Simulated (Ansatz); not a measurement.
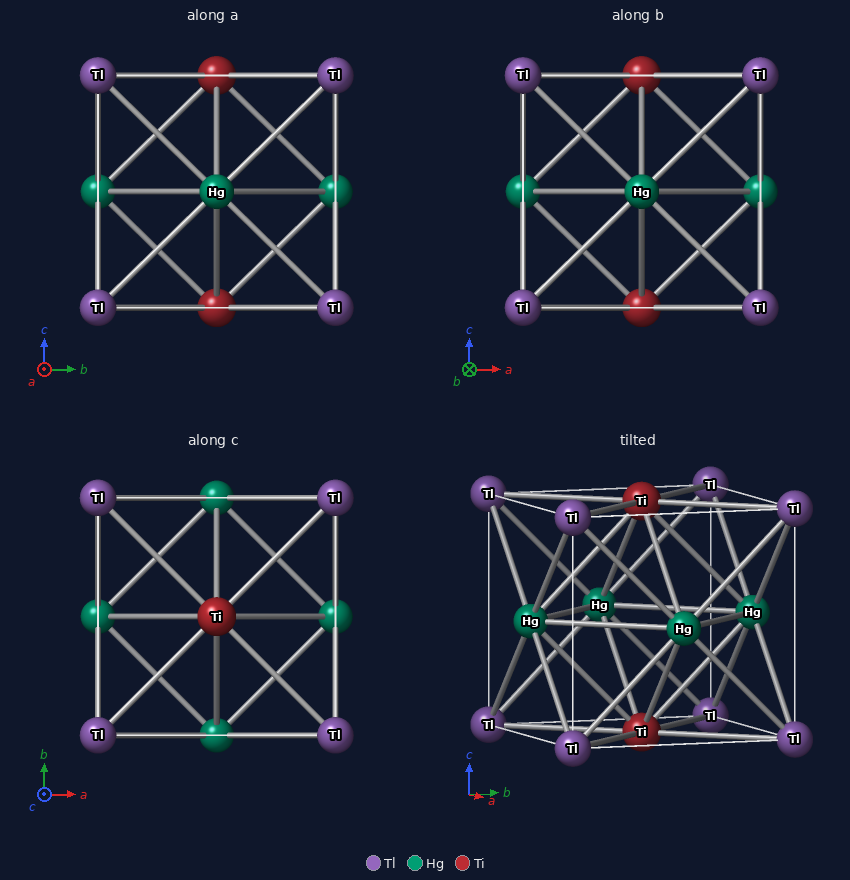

The crystal in a ball-and-stick representation, seen along the a axis, along the b axis, along the c axis and slightly off an axis. The outline marks the conventional unit cell.

Lattice parameters: a = 4.323 Å, b = 4.323 Å, c = 4.229 Å, α = 90.00°, β = 90.00°, γ = 90.00°. Put a along x and b in the xy plane.

Question: Record the structure as a POSCAR file.

Answer:
```
Tl Hg Ti
1.0
     4.323    0.000    0.000
     0.000    4.323    0.000
     0.000    0.000    4.229
Tl Hg Ti
1 2 1
Direct
  0.0000 0.0000 0.0000
  0.0000 0.5000 0.5000
  0.5000 0.0000 0.5000
  0.5000 0.5000 0.0000
```

The geometry is that of a generated cell, made by putting these elements into a known structure type (the compound may or may not exist in this form), without relaxation. A calculation with Ansatz used it as input.

At this level of theory the cell isn't at rest (compressed, at 5 GPa), so its distances can differ from those at equilibrium, the more so the softer the solid.
